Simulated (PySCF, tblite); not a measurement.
**C₂H₅B₂F₄N: geometry, infrared bands and NMR shifts**

Aim: predict the infrared bands and NMR shifts of C₂H₅B₂F₄N (`BN(BF)CC(F)(F)F`).

The runs use tblite 0.8.0 and PySCF 2.14.0, with density-fitted response routines of our own; the level of theory stands in each step. All values are computed, except where a source is named. Atoms are numbered from 0 throughout.

**1. The molecule as given**

14 atoms, charge 0, multiplicity 1; geometry from: force field or distance geometry start.

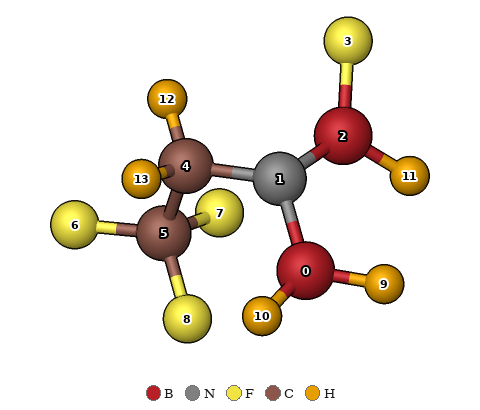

As it starts; boron red, nitrogen grey, fluorine yellow, carbon brown, hydrogen amber, atoms numbered.

**2. Optimising the geometry with GFN2-xTB**

Job settings and geometry (Å):

```
{"job": {"kind": "relax", "xc": "GFN2-xTB", "basis": "xTB"}, "charge": 0, "multiplicity": 1}
B      1.242000    -0.714200    -0.911000
N      0.771700     0.042800     0.294000
B      0.872800     1.527300     0.202200
F      0.854400     2.452400     1.310900
C     -0.408500    -0.469900     0.926900
C     -1.503600    -0.385900    -0.144600
F     -2.667400    -0.858500     0.391500
F     -1.602400     0.956700    -0.522300
F     -1.090200    -1.076100    -1.272800
H      2.113000    -0.189700    -1.526000
H      1.193900    -1.891000    -1.034400
H      1.328900     2.004800    -0.796900
H     -0.788200     0.124000     1.786700
H     -0.317000    -1.523200     1.273800
```

On the command line:

```bash
> OMP_NUM_THREADS=1 python probes_run.py task.json out
```

The driver reads the jobs from task.json and runs them one after another.

**Question.** This job is followed by: GFN2-xTB harmonic vibrations, gas phase; GIAO PBE0/pcSseg-1 NMR shielding, non-relativistic, gas phase. Predict these results of the whole session: strongest single infrared mode (GFN2-xTB); zero-point energy (GFN2-xTB); 13C shifts against TMS (PBE0/pcSseg-1); 1H shifts against TMS (PBE0/pcSseg-1, means over atoms taken as alike); 11B shifts against BF3·OEt2 (PBE0/pcSseg-1); 15N shifts against NH3 (PBE0/pcSseg-1); 19F shifts against CFCl3 (PBE0/pcSseg-1, means over atoms taken as alike).

As calculated:

| quantity | value |
| --- | --- |
| strongest single infrared mode (GFN2-xTB) | 1364 cm⁻¹, 612 km/mol |
| zero-point energy (GFN2-xTB) | 52.9 kcal/mol |
| 13C shifts against TMS (PBE0/pcSseg-1) | 133.3, 54.7 ppm |
| 1H shifts against TMS (PBE0/pcSseg-1, means over atoms taken as alike) | 5.59, 4.84, 4.14 ppm |
| 11B shifts against BF3·OEt2 (PBE0/pcSseg-1) | 52.6, 33.0 ppm |
| 15N shifts against NH3 (PBE0/pcSseg-1) | 173.1 ppm |
| 19F shifts against CFCl3 (PBE0/pcSseg-1, means over atoms taken as alike) | -71.4, -91.0 ppm |

In words: Relaxing lowered the energy by 1.494 eV in 55 steps; the close pair that moved most is B2–F3, from 1.444 to 1.322 Å. No mode is imaginary among the 36: a minimum at this level. The strongest single mode, at 1364 cm⁻¹, is spread over several atoms, N1, B2, B0 among them. GFN2-xTB is a fitted tight-binding method: band positions and strengths are rough. Its intensities can rank the bands wrongly. At PBE0/pcSseg-1: The widest tensor belongs to F3: span 373 ppm, with a paramagnetic part of -228 ppm.
